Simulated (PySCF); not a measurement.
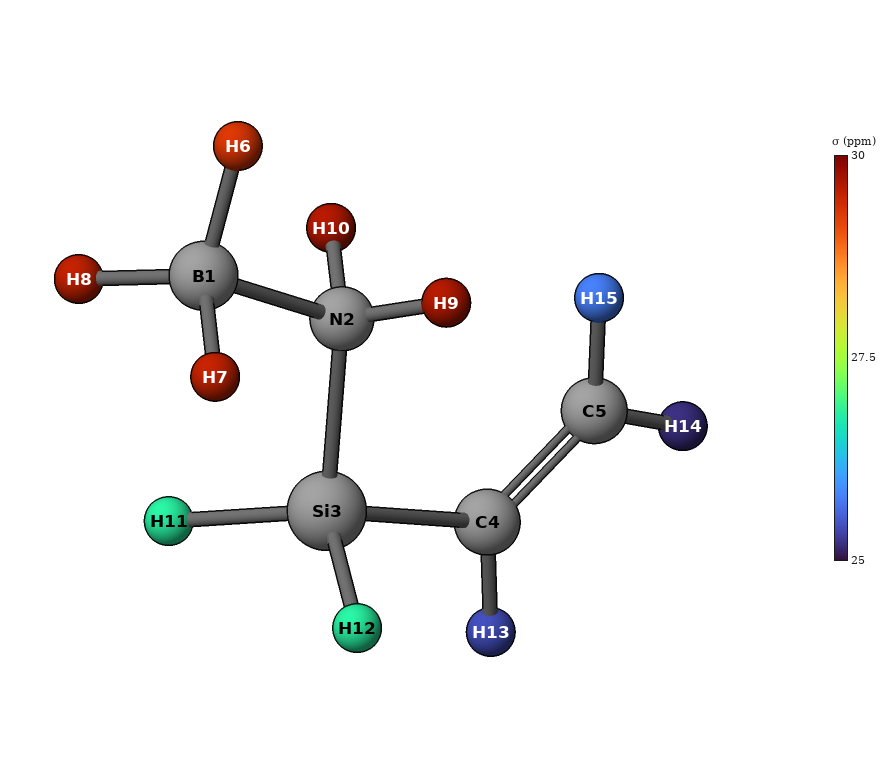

Atoms are coloured by their isotropic NMR shieldings (H only, the others grey). The geometry was computed by an optimisation with GFN2-xTB. No frequency run is at hand to confirm it as a minimum. Properties computed with GIAO PBE0/pcSseg-1 NMR shielding, non-relativistic, gas phase (PySCF 2.14.0).

> Which H atom is the most shielded (lowest chemical shift)?

H9 (29.64 ppm).

> Which H atom is the least shielded (highest chemical shift)?

H14 (25.20 ppm).

> How wide is the range of H shifts?

4.44 ppm.

Give the isotropic NMR shieldings of the H atoms atom by atom.

| atom | σ (ppm) |
| --- | --- |
| H6 | 29.31 |
| H7 | 29.52 |
| H8 | 29.54 |
| H9 | 29.64 |
| H10 | 29.63 |
| H11 | 26.83 |
| H12 | 26.83 |
| H13 | 25.43 |
| H14 | 25.20 |
| H15 | 25.78 |

The geometry is semi-empirical. Around B, Si such bond lengths and angles can be off by a tenth of an ångström or more and by several degrees, and values that hang on the shape move with them.
